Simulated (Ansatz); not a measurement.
H$_{6}$OSSi$_{2}$···H$_{2}$

Input file:

```
crystal:
  periodic: [false, false, false]
  atoms:
    - {symbol: Si, position_ang: [0.941223, 1.143409, 0.533968]}
    - {symbol: H, position_ang: [0.860703, -1.463763, -2.224463]}
    - {symbol: O, position_ang: [-0.643380, 0.874868, 0.277047]}
    - {symbol: Si, position_ang: [-1.797894, -0.148786, -0.275656]}
    - {symbol: H, position_ang: [1.036807, 2.266144, 1.492796]}
    - {symbol: H, position_ang: [1.633025, 1.446759, -0.740567]}
    - {symbol: H, position_ang: [1.071626, -1.713557, -1.552789]}
    - {symbol: S, position_ang: [1.968694, -0.561250, 1.296556]}
    - {symbol: H, position_ang: [-1.547091, -1.526020, 0.218563]}
    - {symbol: H, position_ang: [-1.806049, -0.149624, -1.760646]}
    - {symbol: H, position_ang: [-3.106681, 0.334087, 0.227477]}
    - {symbol: H, position_ang: [1.389015, -0.502367, 2.507615]}
basis:
  gaussian: {orbitals: def2-TZVPP}
hamiltonian: {xc: pbe0, dispersion: d4}
output: {orbitals: {seedname: orbitals}}
```

Command:

```sh
ansatz run in.yaml --threads 4 --pin off --events-out ev --progress --plain --max-ram 9574MiB
```

The product side of a reaction path; geometry: PBE0-D4/def2-TZVP; a saddle point, not a minimum.

Theory: RKS PBE0-D4/def2-TZVPP in Ansatz 0.2.0.

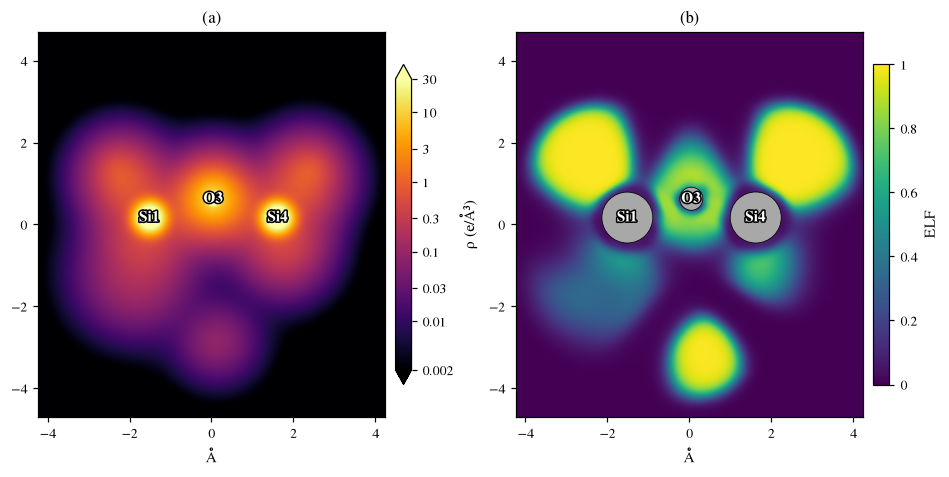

Figure 1. (a) total electron density; (b) ELF on the plane of atoms Si1, O3 and Si4. Grey discs cover the atomic cores in the ELF map.

### Interpret the plot.

- Atoms in the plane: Si and O.
- Si–O (1.63 Å): the density is about 1.2 e/Å³ at the midpoint; the ELF peaks at about 0.85 between the atoms; a polar covalent bond.
- The ELF also peaks beside O3, away from the bonds: lone-pair regions.

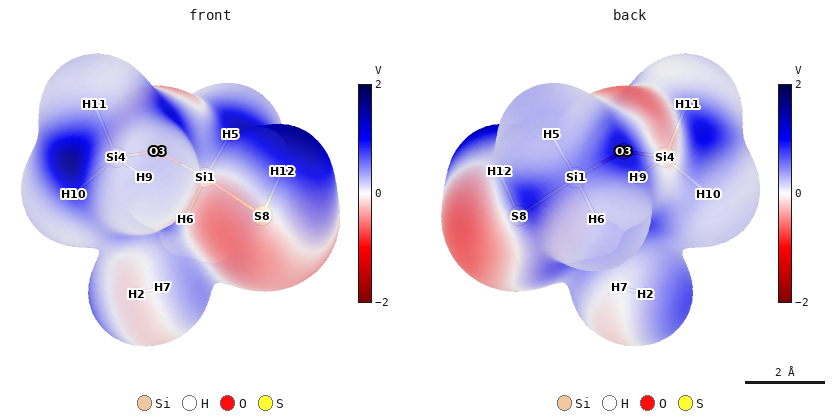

Figure 2. The electrostatic potential painted on the density surface at 0.002 e/bohr³, seen from the front and from behind; red is negative and blue positive.

### Where is the surface potential most negative and most positive?

The most negative region (about −0.6 V) lies over S8, the most positive (about +1.5 V) over Si4 and H12.

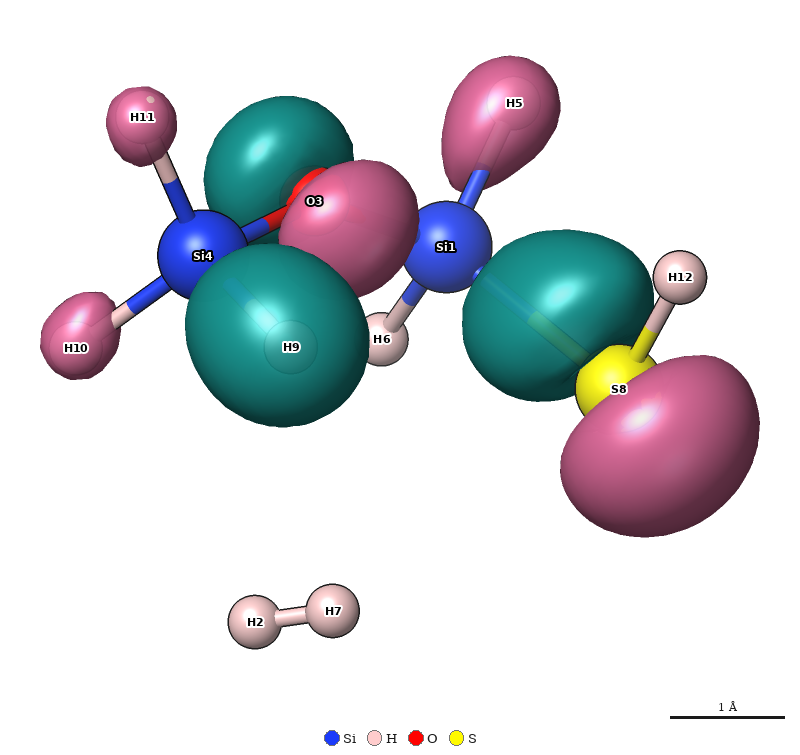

Figure 3. The HOMO−1 at ±0.15 Å⁻³ᐟ² (teal and pink are the two phases), seen at a tilt.

### What is the character of this orbital?

By Hirshfeld shares it lies mainly on S8 (about 30 %), O3 (about 25 %), Si4 (about 10 %), H9 (about 10 %) and Si1 (about 10 %). Its energy is −8.83 eV.

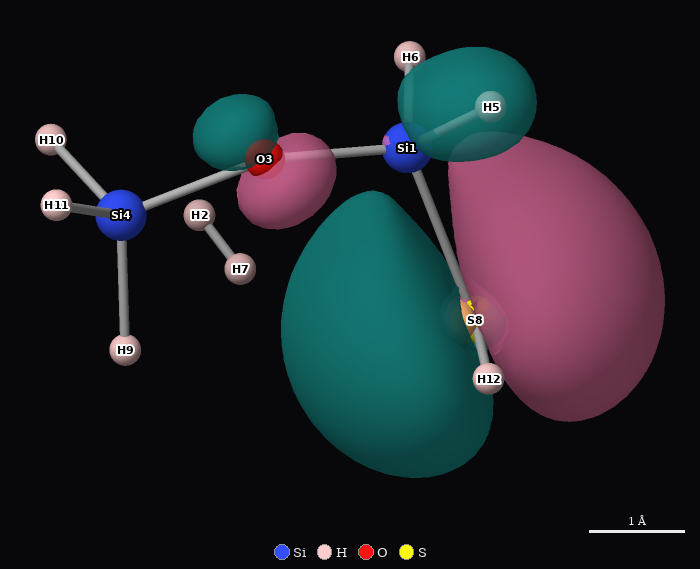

Figure 4. The HOMO at ±0.08 Å⁻³ᐟ² (teal and pink are the two phases), seen from one side.

### Where does this orbital lie, and at what energy?

By Hirshfeld shares it lies mainly on S8 (about 80 %); largely a lone pair of S8. Its energy is −7.76 eV.
